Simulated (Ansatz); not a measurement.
# H₂O (singlet): correlated methods under varied settings at distance O1–H2 = 1.304 Å

Aim: run H₂O (singlet) at one geometry under a spread of methods and options, and see what each costs and gives.

Computed with Ansatz 0.2.0, Gaussian basis. Level: the settings change from run to run.

21 further runs of the same task are left out: 12 that didn't finish, 9 set aside as unsound or not needed.

### Step 1. What is computed

The geometry derives from a PBE0/def2-TZVP stationary point (not a proven minimum). One bond is set to the value named and the two fragments are kept rigid.

3 atoms, charge 0, spin multiplicity 1.

Atoms are counted from 1 here; the program's logs count them from 0.

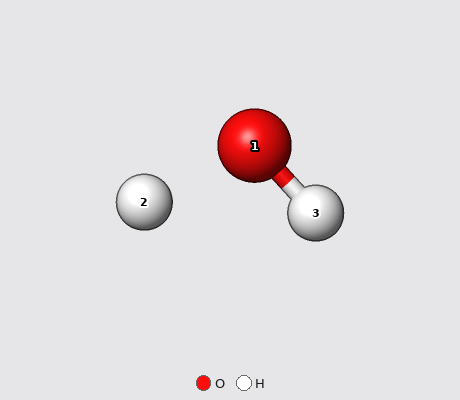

The structure; oxygen red, hydrogen white; atoms are numbered from 1 in the order of the file.

### Step 2. MP2 on UHF/aug-cc-pVDZ

in.yaml reads:

```yaml
crystal:
  periodic: [false, false, false]
  atoms:
    - {symbol: O, position_ang: [0.000000, -0.077043, 0.015296]}
    - {symbol: H, position_ang: [0.000000, 0.716243, -1.019650]}
    - {symbol: H, position_ang: [0.000000, 0.506685, 0.776846]}
basis:
  gaussian: {orbitals: aug-cc-pVDZ}
magnetization: {spin_polarized: true, initial_magnetization: 0}
correlation: {method: mp2, electrons: all}
scf: {lower_state_search: light}
```

On the command line:

```sh
ansatz run in.yaml --threads 1 --pin off --events-out ev --progress --plain --max-ram 2393MiB
```

The program printed:

```text
Functional definition: HF
  name "HF"
  cite "Fock, Z. Phys. 61, 126 (1930) doi:10.1007/BF01340294"
  parent pbe
  exchange = exact_x
  correlation = 0
385 factors; integrals over basis functions are off by at most 9.6e-4 eV
mean field evaluation 1: about -2064.8872 eV, gradient 2.4e1 eV
mean field evaluation 2: about -2064.8867 eV, gradient 2.4e1 eV
mean field evaluation 4: about -2067.2445 eV, gradient 1.3e0 eV
mean field evaluation 8: about -2067.2679 eV, gradient 3.5e-4 eV
mean field evaluation 16: about -2067.2670 eV, gradient 1.1e-1 eV
mean field -2067.26788871 eV, -75.9706936657 hartree, gradient 6.2e-7 eV, S^2 0.000000; 2 other end points of the search recorded, 0 dependent functions left out
reference -2067.26788871 eV, -75.9706936657 hartree; 5, 5 occupied and 36, 36 virtual orbitals, 385 factors
second order -6.44638164 eV of doubles, -0.00000000 eV of singles
Total energy: -2073.71427036 eV, -76.2075938215 hartree
```

Run time: 0.18 s. Hardware: 1 thread of Arm Neoverse V2, shared host.

From the report: ⟨S²⟩ of the determinant 0.000 (pure singlet: 0.00).

### Step 3. BCCD(T) on RHF/pcseg-2

in.yaml reads:

```yaml
crystal:
  periodic: [false, false, false]
  atoms:
    - {symbol: O, position_ang: [0.000000, -0.077043, 0.015296]}
    - {symbol: H, position_ang: [0.000000, 0.716243, -1.019650]}
    - {symbol: H, position_ang: [0.000000, 0.506685, 0.776846]}
basis:
  gaussian: {orbitals: pcseg-2}
magnetization: {spin_polarized: false}
hamiltonian: {pseudopotentials: {relativity: scalar}}
correlation: {method: bccd_t, electrons: outside_noble_gas}
scf: {lower_state_search: full}
output: {forces: true}
```

The command is unchanged.

The program printed, cut to the lines that bear on the results:

```text
Functional definition: HF
  name "HF"
  cite "Fock, Z. Phys. 61, 126 (1930) doi:10.1007/BF01340294"
  parent pbe
[...]
331 factors; integrals over basis functions are off by at most 9.3e-4 eV
[...]
mean field -2069.07825515 eV, -76.0372234052 hartree, gradient 1.7e-6 eV, S^2 0.000000; 0 other end points of the search recorded, 0 dependent functions left out
1 core orbitals not correlated: weight in the atoms' cores, before any rotation towards them, 1.000 or more for the frozen orbitals, at most 0.000 for the correlated occupied ones
reference -2069.07825515 eV, -76.0372234052 hartree; 4, 4 occupied and 53, 53 virtual orbitals, 331 factors
second order -7.35956645 eV of doubles, -0.00000000 eV of singles
cycle   1  -7.27905126 eV  change    8.1e-2 eV  update   5.7e-2
[...]
cycle  10  -7.50528413 eV  change    4.3e-6 eV  update   2.6e-6
perturbative correction -0.26477287 eV, -0.0097302235 hartree
[...]
Total energy: -2076.84831215 eV, -76.3227677333 hartree
Relativity: scalar
Atom 0 at     0.000000    -0.077043     0.015296 Å, force    -0.000000     2.861557    -4.910753 eV/Å
Atom 1 at     0.000000     0.716243    -1.019650 Å, force    -0.000000    -3.406196     5.122457 eV/Å
Atom 2 at     0.000000     0.506685     0.776846 Å, force     0.000000     0.544639    -0.211705 eV/Å
Dipole moment:     0.000000     0.415902    -0.026454 e Å
```

Wall time 1.8 s (1 thread of Arm Neoverse V2, shared host).

From the report: correlation -7.7701 eV; largest double amplitude 0.05.

### Step 4. HF/6-31G*

in.yaml reads:

```yaml
crystal:
  periodic: [false, false, false]
  atoms:
    - {symbol: O, position_ang: [0.000000, -0.077043, 0.015296]}
    - {symbol: H, position_ang: [0.000000, 0.716243, -1.019650]}
    - {symbol: H, position_ang: [0.000000, 0.506685, 0.776846]}
basis:
  gaussian: {orbitals: "6-31G*"}
magnetization: {spin_polarized: false}
hamiltonian: {xc: hf}
scf: {lower_state_search: off}
output: {forces: true, orbitals: {seedname: orbitals}}
```

The command is unchanged.

The program printed, cut to the lines that bear on the results:

```text
Functional definition: HF
  name "HF"
  cite "Fock, Z. Phys. 61, 126 (1930) doi:10.1007/BF01340294"
  parent pbe
[...]
189 factors; integrals over basis functions are off by at most 8.3e-4 eV
[...]
mean field -2066.49572099 eV, -75.9423170254 hartree, gradient 1.3e-6 eV, S^2 0.000000; 0 other end points of the search recorded, 0 dependent functions left out
[...]
reference -2066.49572099 eV, -75.9423170254 hartree; 5, 5 occupied and 14, 14 virtual orbitals, 189 factors
Total energy: -2066.49572099 eV, -75.9423170254 hartree
Atom 0 at     0.000000    -0.077043     0.015296 Å, force    -0.000000     4.072783    -5.246634 eV/Å
Atom 1 at     0.000000     0.716243    -1.019650 Å, force     0.000000    -4.123271     5.932511 eV/Å
Atom 2 at     0.000000     0.506685     0.776846 Å, force     0.000000     0.050488    -0.685877 eV/Å
Dipole moment:     0.000000     0.477037    -0.022806 e Å
Checks for a lower state left out: stability, starts, cluster_reference, orbital_swaps, neighbouring_geometries, increment
```

Run time: 0.06 s. Hardware: 1 thread of Arm Neoverse V2, shared host.

### Step 5. HF/6-31++G**

in.yaml, as its differences from that of step 4:

```diff
@@ -7,6 +7,5 @@
 basis:
-  gaussian: {orbitals: "6-31G*"}
+  gaussian: {orbitals: "6-31++G**"}
 magnetization: {spin_polarized: false}
 hamiltonian: {xc: hf}
-scf: {lower_state_search: off}
-output: {forces: true, orbitals: {seedname: orbitals}}
+output: {orbitals: {seedname: orbitals}}
```

The command is unchanged.

The program printed:

```text
Functional definition: HF
  name "HF"
  cite "Fock, Z. Phys. 61, 126 (1930) doi:10.1007/BF01340294"
  parent pbe
  exchange = exact_x
  correlation = 0
318 factors; their error is unknown
mean field evaluation 1: about -2064.4663 eV, gradient 3.4e1 eV
mean field evaluation 2: about -2065.6278 eV, gradient 2.7e1 eV
mean field evaluation 4: about -2066.8751 eV, gradient 6.3e-1 eV
mean field evaluation 8: about -2066.9593 eV, gradient 5.7e-1 eV
mean field evaluation 16: about -2066.9596 eV, gradient 9.7e-6 eV
mean field -2066.95964448 eV, -75.9593658992 hartree, gradient 9.7e-6 eV, S^2 0.000000; 0 other end points of the search recorded, 0 dependent functions left out
reference -2066.95964448 eV, -75.9593658992 hartree; 5, 5 occupied and 26, 26 virtual orbitals, 318 factors
Total energy: -2066.95964448 eV, -75.9593658992 hartree
```

It took 0.06 s on 1 thread of Arm Neoverse V2, shared host.

### Step 6. CCSD on RHF/cc-pVTZ

in.yaml, as its differences from that of step 5:

```diff
@@ -7,5 +7,4 @@
 basis:
-  gaussian: {orbitals: "6-31++G**"}
+  gaussian: {orbitals: cc-pVTZ}
 magnetization: {spin_polarized: false}
-hamiltonian: {xc: hf}
-output: {orbitals: {seedname: orbitals}}
+correlation: {method: ccsd, electrons: outside_noble_gas}
```

The command is unchanged.

The program printed, cut to the lines that bear on the results:

```text
Functional definition: HF
  name "HF"
  cite "Fock, Z. Phys. 61, 126 (1930) doi:10.1007/BF01340294"
  parent pbe
[...]
338 factors; integrals over basis functions are off by at most 1.3e-3 eV
[...]
mean field -2067.66448352 eV, -75.9852682561 hartree, gradient 3.5e-6 eV, S^2 0.000000; 0 other end points of the search recorded, 0 dependent functions left out
1 core orbitals not correlated: weight in the atoms' cores, before any rotation towards them, 1.000 or more for the frozen orbitals, at most 0.000 for the correlated occupied ones
reference -2067.66448352 eV, -75.9852682561 hartree; 4, 4 occupied and 53, 53 virtual orbitals, 338 factors
second order -7.45905993 eV of doubles, -0.00000000 eV of singles
cycle   1  -7.38119003 eV  change    7.8e-2 eV  update   5.3e-2
[...]
cycle  10  -7.62268200 eV  change   -3.8e-8 eV  update   1.7e-6
Total energy: -2075.28716552 eV, -76.2653966528 hartree
```

It took 0.36 s on 1 thread of Arm Neoverse V2, shared host.

From the report: correlation -7.6227 eV; T1 0.010; largest double amplitude 0.07.

### Step 7. CCSD(T) on UHF/cc-pVTZ

in.yaml reads:

```yaml
crystal:
  periodic: [false, false, false]
  atoms:
    - {symbol: O, position_ang: [0.000000, -0.077043, 0.015296]}
    - {symbol: H, position_ang: [0.000000, 0.716243, -1.019650]}
    - {symbol: H, position_ang: [0.000000, 0.506685, 0.776846]}
basis:
  gaussian: {orbitals: cc-pVTZ, point_charges: [{charge: -0.50, position_ang: [3.752, 0.835, -0.580]}]}
magnetization: {spin_polarized: true, initial_magnetization: 0}
correlation: {method: ccsd_t, electrons: outside_noble_gas}
scf: {omitted_lower_state_checks: [cluster_reference]}
```

Same command.

The program printed, cut to the lines that bear on the results:

```text
Functional definition: HF
  name "HF"
  cite "Fock, Z. Phys. 61, 126 (1930) doi:10.1007/BF01340294"
  parent pbe
[...]
338 factors; integrals over basis functions are off by at most 9.6e-4 eV
[...]
mean field -2067.64880622 eV, -75.9846921258 hartree, gradient 4.4e-6 eV, S^2 0.000000; 2 other end points of the search recorded, 0 dependent functions left out
1 core orbitals not correlated: weight in the atoms' cores, before any rotation towards them, 1.000 or more for the frozen orbitals, at most 0.000 for the correlated occupied ones
reference -2067.64880622 eV, -75.9846921258 hartree; 4, 4 occupied and 53, 53 virtual orbitals, 338 factors
second order -7.45833119 eV of doubles, -0.00000000 eV of singles
cycle   1  -7.38050794 eV  change    7.8e-2 eV  update   5.3e-2
[...]
cycle  10  -7.62157953 eV  change   -5.8e-7 eV  update   3.0e-6
perturbative correction -0.25434688 eV, -0.0093470756 hartree
Total energy: -2075.52473263 eV, -76.2741270829 hartree
Checks for a lower state left out: cluster_reference
```

It took 1.1 s on 1 thread of Arm Neoverse V2, shared host.

From the report: ⟨S²⟩ of the determinant 0.000 (pure singlet: 0.00); correlation -7.8759 eV; T1 0.010; largest double amplitude 0.07.

### Step 8. The runs in one table

Where basis and cores are those of an earlier RCCSDT(Q)/cc-pVTZ run (-2075.5614 eV), and the state is the same kind, the miss against it is given.

| level | correlated | functions | energy (eV) | from RCCSDT(Q) (meV) | time |
| --- | --- | --- | --- | --- | --- |
| MP2 on UHF/aug-cc-pVDZ | all | 41 | -2073.7143 |  | 0.18 s |
| BCCD(T) on RHF/pcseg-2 (relativity set) | outside noble gas | 58 | -2076.8483 |  | 1.8 s |
| HF/6-31G* |  | 19 | -2066.4957 |  | 0.06 s |
| HF/6-31++G** |  | 31 | -2066.9596 |  | 0.06 s |
| CCSD on RHF/cc-pVTZ | outside noble gas | 58 | -2075.2872 | 274.2 | 0.36 s |
| CCSD(T) on UHF/cc-pVTZ (beside a point charge) | outside noble gas | 58 | -2075.5247 |  | 1.1 s |

### Step 9. What came out

```
quantity                                           value
    runs                                               6
quickest                               HF/6-31G*, 0.06 s
 slowest  BCCD(T) on RHF/pcseg-2 (relativity set), 1.8 s
```

**Reading.** Total energies in different bases, with other cores or another treatment of relativity can't be set against each other. BCCD(T) on RHF/pcseg-2 (relativity set) took 30 times as long as HF/6-31G*; the jobs differ in more than the method.
